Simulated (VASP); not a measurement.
# MnSe: structure and properties in VASP

Wanted: the relaxed cell of MnSe and its properties. The steps: magnetic order: ferromagnetic, magnetic order: antiferromagnetic, q = (0, 0, 1/2), magnetic order: antiferromagnetic, q = (1/2, 1/2, 0), the orders side by side, full relaxation (optB86b-vdW + U), second relaxation, single point with fields (optB86b-vdW + U), bands along the symmetry lines (optB86b-vdW + U), total and projected DOS (optB86b-vdW + U), volume scan with optB86b-vdW + U, fit for optB86b-vdW + U and optical spectrum (optB86b-vdW + U). The start is a cell from a database of measured crystal structures.

Calculated with VASP 6.6.1; optB86b-vdW, DFT+U (Mn d 5 eV), spin-polarised from a ferromagnetic start (one magnetic atom a cell); plane waves and PAW (Mn_pv, Se), in the first sound run; inputs show where later runs differ.

The database entry behind the starting cell differs from later determinations by our own check (about 0.4 % short), so it need not match the best structure at ambient conditions.

**1. Set-up**

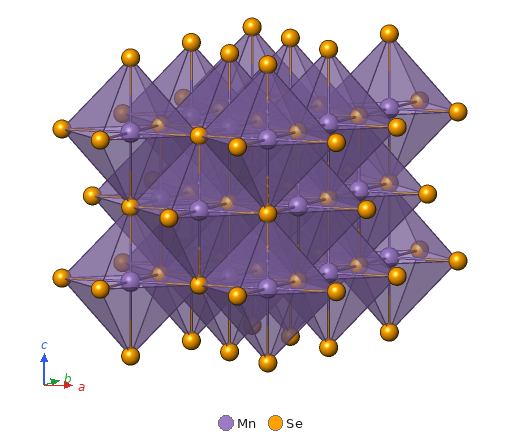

The starting structure, seen slightly off an axis (manganese light purple, selenium orange). 1×2×1 cells are drawn. This picture shows the conventional cell, with its axes. Some periodic images of atoms are drawn too.

Structure file:

```xyz
2
Lattice="0.0000 2.7200 2.7200 2.7200 0.0000 2.7200 2.7200 2.7200 0.0000" Properties=species:S:1:pos:R:3 pbc="T T T"
Mn    0.0000    0.0000    0.0000
Se    2.7200    2.7200    2.7200
```

**2. Magnetic order: ferromagnetic**

The properties of a magnet depend on its order, so a few collinear patterns are compared first on the cell as listed, beginning with all moments parallel. optB86b-vdW pairs nonlocal correlation with a less repulsive exchange of B86b form. LUSE_VDW switches on a nonlocal correlation term for dispersion. A Hubbard U penalises fractional filling of the localised shell, which semilocal functionals favour.

INCAR reads:

```
SYSTEM = MnSe
PREC = Accurate
ENCUT = 400
EDIFF = 1E-06
NELM = 100
ISMEAR = 0
SIGMA = 0.05
LREAL = .FALSE.
ALGO = Normal
GGA = MK
AGGAC = 0
LUSE_VDW = .TRUE.
PARAM1 = 0.1234
PARAM2 = 1
LASPH = .TRUE.
NBANDS = 19
ISPIN = 2
MAGMOM = 4 0
LDAU = .TRUE.
LDAUTYPE = 2
LDAUL = 2 -1
LDAUU = 5 0
LDAUJ = 0 0
LDAUPRINT = 1
LMAXMIX = 4
LORBIT = 11
LWAVE = .FALSE.
LCHARG = .FALSE.
KPAR = 4
ISIF = 2
```

POSCAR reads:

```
MnSe
1.0
    0.0000000000      2.7200000000      2.7200000000
    2.7200000000      0.0000000000      2.7200000000
    2.7200000000      2.7200000000      0.0000000000
Mn Se
1 1
Direct
    0.0000000000      0.0000000000      0.0000000000
    0.5000000000      0.5000000000      0.5000000000
```

KPOINTS reads:

```
Automatic mesh
0
Gamma
7 7 7
0 0 0
```

Potentials, in the order of the species: Mn_pv and Se (PBE family, release 64).

On the command line:

```console
$ mpirun -np 4 vasp_std
```

Output:

```text
[banner, memory and clock lines left out]
running    4 mpi-ranks, on    1 nodes
 distrk:  each k-point on    1 cores,    4 groups
 distr:  one band on    1 cores,    1 groups

 POSCAR found type information on POSCAR MnSe
 POSCAR found :  2 types and       2 ions
|                                                                             |
|               ----> ADVICE to this user running VASP <----                  |
|                                                                             |
|     You have switched on vdW-DFT.                                           |
|     This routine was written and supplied by Jiri Klimes. We recommend      |
|     that you carefully read and cite the following publications:            |
|       J. Klimes, D.R. Bowler, A. Michelides                                 |
|          J. Phys.: Cond Matt. 22 022201 (2010)                              |
|       J. Klimes, D.R. Bowler, A. Michelides                                 |
|          Phys. Rev. B. 83, 195131 (2011)                                    |
|     and references therein.                                                 |
|                                                                             |

|                                                                             |
|               ----> ADVICE to this user running VASP <----                  |
|                                                                             |
|     You enforced a specific xc type in the INCAR file but a different       |
|     [... a line on the potential file left out ...]
|     I HOPE YOU KNOW WHAT YOU ARE DOING!                                     |
|                                                                             |

 LDA part: xc-table for (Slater+PW92), standard interpolation
 POSCAR, INCAR and KPOINTS ok, starting setup
 FFT: planning ... GRIDC
 FFT: planning ... GRID_SOFT
 FFT: planning ... GRID
 WAVECAR not read
 entering main loop
       N       E                     dE             d eps       ncg     rms          rms(c)
DAV:   1     0.139609455813E+03    0.13961E+03   -0.89722E+03  1552   0.827E+02
DAV:   2     0.525294942601E+00   -0.13908E+03   -0.13136E+03  1610   0.253E+02
DAV:   3    -0.560144659206E+01   -0.61267E+01   -0.60739E+01  1763   0.602E+01
DAV:   4    -0.566373043657E+01   -0.62284E-01   -0.62265E-01  1688   0.623E+00
DAV:   5    -0.566456262544E+01   -0.83219E-03   -0.83218E-03  1683   0.730E-01    0.984E+00
DAV:   6    -0.651826918180E+01   -0.85371E+00   -0.59596E+00  1664   0.278E+01    0.105E+01
DAV:   7    -0.689866163688E+01   -0.38039E+00   -0.57418E-01  1607   0.701E+00    0.601E+00
DAV:   8    -0.697854205328E+01   -0.79880E-01   -0.73827E-02  1604   0.262E+00    0.322E+00
DAV:   9    -0.699065330547E+01   -0.12111E-01   -0.18493E-02  1687   0.142E+00    0.378E-01
DAV:  10    -0.699040271310E+01    0.25059E-03   -0.31511E-03  1653   0.615E-01    0.204E-01
DAV:  11    -0.699093583156E+01   -0.53312E-03   -0.36995E-04  1653   0.207E-01    0.725E-02
DAV:  12    -0.699102269780E+01   -0.86866E-04   -0.81836E-05  1690   0.974E-02    0.418E-02
DAV:  13    -0.699104235596E+01   -0.19658E-04   -0.10678E-05  1624   0.248E-02    0.207E-02
DAV:  14    -0.699104465456E+01   -0.22986E-05   -0.34866E-06  1607   0.143E-02    0.543E-03
DAV:  15    -0.699104637644E+01   -0.17219E-05   -0.38883E-07  1134   0.554E-03    0.158E-03
DAV:  16    -0.699104630832E+01    0.68121E-07   -0.27747E-08   799   0.163E-03
   1 F= -.69910463E+01 E0= -.69910463E+01  d E =-.939436E-15  mag=     5.0000
```

Elapsed: 38 s, on 4 MPI ranks of AMD EPYC 7R43, shared host; peak memory 1.2 GiB.

Lines that name or quote the potential files are left out of all logs, and their timing lines are given in words.

From OUTCAR (step 2):

```text
ion  position               nearest neighbor table
   1  0.000  0.000  0.000-   2 2.72   2 2.72   2 2.72   2 2.72   2 2.72   2 2.72
   2  0.500  0.500  0.500-   1 2.72   1 2.72   1 2.72   1 2.72   1 2.72   1 2.72

  LATTYP: Found a face centered cubic cell.
 ALAT       =     5.4400000000

 Subroutine GETGRP returns: Found 48 space group operations
 (whereof 48 operations were pure point group operations)

The static configuration has the point symmetry O_h .

 Found     20 irreducible k-points:

   k-points           NKPTS =     20   k-points in BZ     NKDIM =     20   number of bands    NBANDS=     19

   dimension x,y,z NGX =    28 NGY =   28 NGZ =   28
   dimension x,y,z NGXF=    56 NGYF=   56 NGZF=   56

   ENCUT  =  400.0 eV  29.40 Ry    5.42 a.u.   6.27  6.27  6.27*2*pi/ulx,y,z

   NELECT =      19.0000    total number of electrons

 k-points in reciprocal lattice and weights: Automatic mesh
   0.00000000  0.00000000  0.00000000       0.003
   0.14285714  0.00000000  0.00000000       0.023
   0.28571429  0.00000000  0.00000000       0.023
   0.42857143  0.00000000  0.00000000       0.023
   0.14285714  0.14285714  0.00000000       0.017
   0.28571429  0.14285714  0.00000000       0.070
   0.42857143  0.14285714  0.00000000       0.070
  -0.42857143  0.14285714  0.00000000       0.070
  -0.28571429  0.14285714  0.00000000       0.070
[...]
-0.42857143  0.42857143  0.14285714       0.070
  -0.28571429  0.42857143  0.14285714       0.070

atom =   1  type =  1  l = 2

 onsite density matrix

spin component  1

  0.9375  0.0000  0.0000  0.0000 -0.0000
  0.0000  0.9375 -0.0000 -0.0000  0.0000
  0.0000 -0.0000  0.9564  0.0000 -0.0000
  0.0000 -0.0000  0.0000  0.9375 -0.0000
 -0.0000  0.0000 -0.0000 -0.0000  0.9564

spin component  2

  0.0131  0.0000 -0.0000 -0.0000  0.0000
  0.0000  0.0131  0.0000  0.0000 -0.0000
 -0.0000  0.0000  0.0707  0.0000  0.0000
 -0.0000  0.0000  0.0000  0.0131  0.0000
  0.0000 -0.0000  0.0000  0.0000  0.0707

 occupancies and eigenvectors

  o =  0.0131  v =  0.0000  0.0000  0.0000  0.0000  0.0000  1.0000 -0.0038  0.0000  0.0012 -0.0000      0.0000  0.0000  0.0000  0.0000  0.0000  0.0000  0.0000  0.0000  0.0000  0.0000
  o =  0.0131  v =  0.0000  0.0000  0.0000  0.0000  0.0000 -0.0039 -0.9842 -0.0000  0.1771 -0.0000      0.0000  0.0000  0.0000  0.0000  0.0000  0.0000  0.0000  0.0000  0.0000  0.0000
  o =  0.0131  v =  0.0000  0.0000  0.0000  0.0000  0.0000  0.0005 -0.1771  0.0000 -0.9842  0.0000      0.0000  0.0000  0.0000  0.0000  0.0000  0.0000  0.0000  0.0000  0.0000  0.0000
  o =  0.0707  v =  0.0000  0.0000  0.0000  0.0000  0.0000 -0.0000  0.0000  0.0271 -0.0000 -0.9996      0.0000  0.0000  0.0000  0.0000  0.0000  0.0000  0.0000  0.0000  0.0000  0.0000
  o =  0.0707  v =  0.0000  0.0000  0.0000  0.0000  0.0000  0.0000 -0.0000 -0.9996 -0.0000 -0.0271      0.0000  0.0000  0.0000  0.0000  0.0000  0.0000  0.0000  0.0000  0.0000  0.0000
  o =  0.9375  v =  1.0000  0.0000  0.0000  0.0000  0.0000  0.0000  0.0000  0.0000  0.0000  0.0000      0.0000  0.0000  0.0000  0.0000  0.0000  0.0000  0.0000  0.0000  0.0000  0.0000
  o =  0.9375  v =  0.0000 -0.0257 -0.0000  0.9997 -0.0000  0.0000  0.0000  0.0000  0.0000  0.0000      0.0000  0.0000  0.0000  0.0000  0.0000  0.0000  0.0000  0.0000  0.0000  0.0000
  o =  0.9375  v =  0.0000 -0.9997  0.0000 -0.0257 -0.0000  0.0000  0.0000  0.0000  0.0000  0.0000      0.0000  0.0000  0.0000  0.0000  0.0000  0.0000  0.0000  0.0000  0.0000  0.0000
  o =  0.9564  v =  0.0000  0.0000  1.0000  0.0000  0.0041  0.0000  0.0000  0.0000  0.0000  0.0000      0.0000  0.0000  0.0000  0.0000  0.0000  0.0000  0.0000  0.0000  0.0000  0.0000
  o =  0.9564  v =  0.0000 -0.0000 -0.0041  0.0000  1.0000  0.0000  0.0000  0.0000  0.0000  0.0000      0.0000  0.0000  0.0000  0.0000  0.0000  0.0000  0.0000  0.0000  0.0000  0.0000

 average (electrostatic) potential at core
       1 -69.7915       2 -52.5017

 E-fermi :   5.7557

 spin component 1
 k-point     1 :       0.0000    0.0000    0.0000
  band No.  band energies     occupation
    ...
      8      -0.1049      1.00000
      9      -0.1049      1.00000
     10       4.3588      1.00000
     11       4.3588      1.00000
     12       4.3588      1.00000
     13       6.7297      0.00000
     14      13.5678      0.00000
     15      13.5678      0.00000
     16      13.5678      0.00000
     17      15.2501      0.00000
    ...

 k-point     2 :       0.1429    0.0000    0.0000
  band No.  band energies     occupation
    ...
      8      -0.0596      1.00000
      9      -0.0596      1.00000
     10       2.9520      1.00000
     11       4.5436      1.00000
     12       4.5436      1.00000
     13       8.0637      0.00000
     14      12.4100      0.00000
     15      13.2968      0.00000
     16      13.2968      0.00000
     17      14.7465      0.00000
    ...

 k-point     3 :       0.2857    0.0000    0.0000
  band No.  band energies     occupation
    ...
      8       0.0560      1.00000
      9       0.0560      1.00000
     10       1.4606      1.00000
     11       4.9543      1.00000
     12       4.9543      1.00000
     13       8.7183      0.00000
     14      11.7672      0.00000
     15      11.7672      0.00000
     16      12.5468      0.00000
     17      15.2089      0.00000
    ...

 k-point     4 :       0.4286    0.0000    0.0000
  band No.  band energies     occupation
    ...
      8       0.1525      1.00000
      9       0.1525      1.00000
     10       0.9797      1.00000
     11       5.3025      1.00000
     12       5.3025      1.00000
     13       8.2930      0.00000
     14      10.7347      0.00000
     15      10.7347      0.00000
     16      13.2885      0.00000
     17      16.3513      0.00000
    ...

 k-point     5 :       0.1429    0.1429    0.0000
  band No.  band energies     occupation
    ...
      8      -0.0820      1.00000
      9      -0.0820      1.00000
     10       3.3516      1.00000
     11       4.0688      1.00000
     12       4.0688      1.00000
     13       8.6888      0.00000
     14      12.1531      0.00000
     15      12.2168      0.00000
     16      13.6662      0.00000
     17      13.6662      0.00000
    ...

 k-point     6 :       0.2857    0.1429    0.0000
  band No.  band energies     occupation
    ...
      8      -0.0153      1.00000
      9       0.0578      1.00000
     10       2.0145      1.00000
     11       4.0340      1.00000
     12       4.4016      1.00000
     13       9.4408      0.00000
     14      10.8043      0.00000
     15      11.8732      0.00000
     16      13.2453      0.00000
     17      14.5894      0.00000
    ...

Total vdW correction in eV:      3.4075110

  Total        0.7446084      0.7446084      0.7446084     -0.0000000      0.0000000      0.0000000
  in kB       29.6416095     29.6416095     29.6416095     -0.0000000      0.0000000      0.0000000
  external PRESSURE =      29.6416095 kB  Pullay stress =       0.0000000 kB

  energy-cutoff  :      400.00
  volume of cell :       40.25
      direct lattice vectors                 reciprocal lattice vectors
     0.000000000  2.720000000  2.720000000    -0.183823529  0.183823529  0.183823529
     2.720000000  0.000000000  2.720000000     0.183823529 -0.183823529  0.183823529
     2.720000000  2.720000000  0.000000000     0.183823529  0.183823529 -0.183823529

 POSITION                                       TOTAL-FORCE (eV/Angst)
 -----------------------------------------------------------------------------------
      0.00000      0.00000      0.00000        -0.000000      0.000000     -0.000000
      2.72000      2.72000      2.72000         0.000000     -0.000000      0.000000
 -----------------------------------------------------------------------------------
    total drift:                               -0.000000      0.000000      0.000000

  FREE ENERGIE OF THE ION-ELECTRON SYSTEM (eV)
  ---------------------------------------------------
  free  energy   TOTEN  =        -6.9910463083 eV

  energy  without entropy=       -6.9910463083  energy(sigma->0) =       -6.99104631

Total vdW correction in eV:      3.4075035

 total charge
# of ion       s       p       d       tot
------------------------------------------
    1        0.230   6.168   4.889  11.286
    2        1.443   2.475   0.022   3.940
--------------------------------------------------
tot          1.673   8.643   4.911  15.227

 magnetization (x)
# of ion       s       p       d       tot
------------------------------------------
    1        0.049   0.038   4.534   4.621
    2        0.017   0.040   0.012   0.068
--------------------------------------------------
tot          0.066   0.078   4.546   4.689

[... 6 further parts left out ...]
```

The gap is read on the k-mesh alone, so it is an upper bound where the band edges lie off the mesh. Direct gaps are counted within one spin. The PAW data sets were made with PBE, which is usual practice but a small mismatch for other functionals. At this level the cell is under a pressure of 3.0 GPa, so at these settings it is away from equilibrium.

This step gave:

| Property | Result |
| --- | --- |
| SCF cycles | 16 |
| electrons | 19 |
| bands | 19 |
| irreducible k-points | 20 |
| symmetry operations | 48 |
| free energy (TOTEN) | -6.991 eV |
| Fermi energy | 5.756 eV |
| pressure | 2.964 GPa |
| moment of the cell, from the last line of the log | 5 μB |
| metallic | no |
| valence top at k | -0.2857, 0.1429, 0 |
| conduction bottom at k | 0.4286, 0.4286, 0 |
| least direct gap on the k-mesh, within one spin | 2.371 eV |
| gap on the k-mesh | 0.6636 eV |

Spin moment in the PAW sphere by atom:

```
atom  spin moment in the PAW sphere (μB)
 Mn1                                4.62
 Se2                                0.07
```

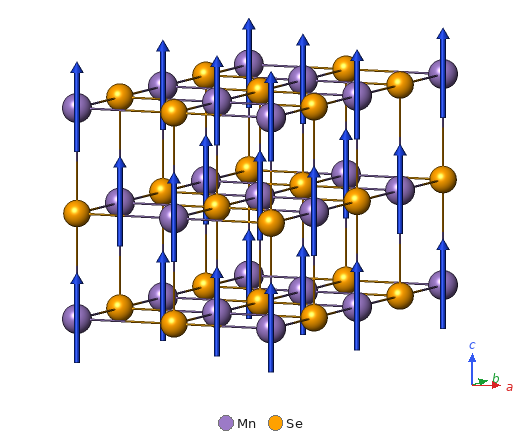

Spin moment in the PAW sphere as arrows, the longest 4.62 μB. Up and down stand for the sign. Arrows give size and sign along the axis of quantisation, drawn up and down the page. 1×2×1 conventional cells are drawn. Some periodic images of atoms are drawn too.

The run ends ferromagnetic with a largest moment of 4.62 μB, and the mesh shows a gap of 0.66 eV.

(Part 1 of 11 ends here.)

[Lines on the potential files, build, host, timing and source positions are cut from VASP's logs without a mark.]

[Logs are printed without paths, hosts, clocks, repeated set-up lines and the standing remarks that a program may print on its own settings, such as how far it seeks lower states.]

[Hosts, paths, dates, database ids (printed as entryN), source tags and the programs' standing remarks are cut or masked in the printed files.]

[A measured line is paired with the nearest computed mode of its activity, which favours agreement.]
